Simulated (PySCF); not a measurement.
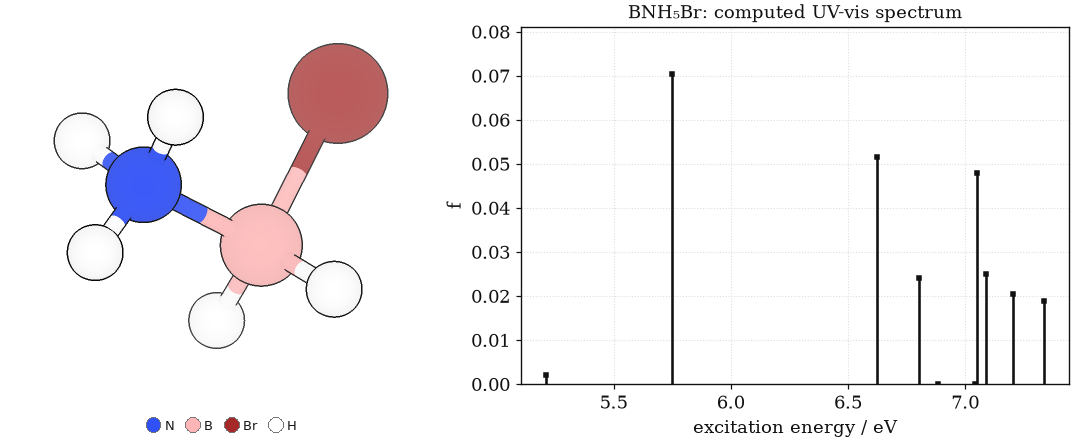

Computed absorption of BNH₅Br, SMILES [NH3+][BH2-]Br. Vertical TDDFT excitations, PBE0/def2-TZVPD with PySCF 2.14.0, at a PBE0-D3(BJ)/def2-SVP geometry (no frequency check), gas phase. The lowest 10 singlet states are shown.

Does any vertical transition fall in the visible?

Answer. No singlet lies below 3.1 eV (beyond 400 nm), so at this level no vertical transition falls in the visible.

Which of the computed transitions is the brightest, and what character does the calculation give it?

Answer. S2 at 5.75 eV (216 nm), f = 0.070, mainly HOMO−1 → LUMO (98 %).

Where is the lowest singlet, and is it bright?

Answer. S1 lies at 5.21 eV (238 nm) with f = 0.002, mainly HOMO → LUMO (99 %); it is dark or nearly so.

Note: states above the negative HOMO energy depend on the basis; spin-orbit coupling is left out, and with Br it can shift these levels and split any degenerate set; core orbitals are frozen in the response.
